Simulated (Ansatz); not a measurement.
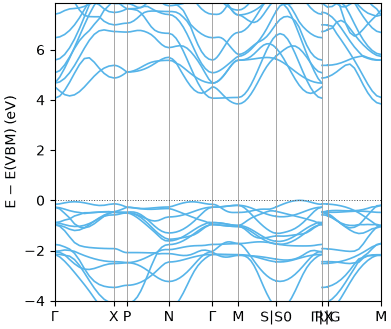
Figure: Band structure from r²SCAN (plane waves, PAW; program Ansatz)

Task: Read off the gap and where the band edges lie.

Result: About 3.8 eV (3.84 eV by a search for the band edges); maximum on the S0–Γ line, 51 % of the way from S0, minimum at M.

Task: Which compound is it?
A) TiO2, anatase
B) SrTiO3, I4/mcm (Sr on 4b, Ti on 4c, O on 8h, O on 4a)
C) Ba2HfO4, I4/mmm (Ba on 4e, Hf on 2a, O on 4c, O on 4e)
D) MnS, I-4m2 (Mn on 2a, S on 2c)

Result: C, Ba2HfO4, I4/mmm (Ba on 4e, Hf on 2a, O on 4c, O on 4e)

The workflow started from a Materials Project entry (that database holds measured and hypothetical structures alike); the Crystallography Open Database copy checked does not list it. Whether it is the stable phase at ambient conditions was not checked. The cell was relaxed with r²SCAN under the symmetry of its start; whether a distortion lowers the energy is not shown. The run is not spin-polarised. Scalar-relativistic: spin–orbit coupling is off unless named, which matters more the heavier the elements.

Potentials: the later of the program's two PAW sets.
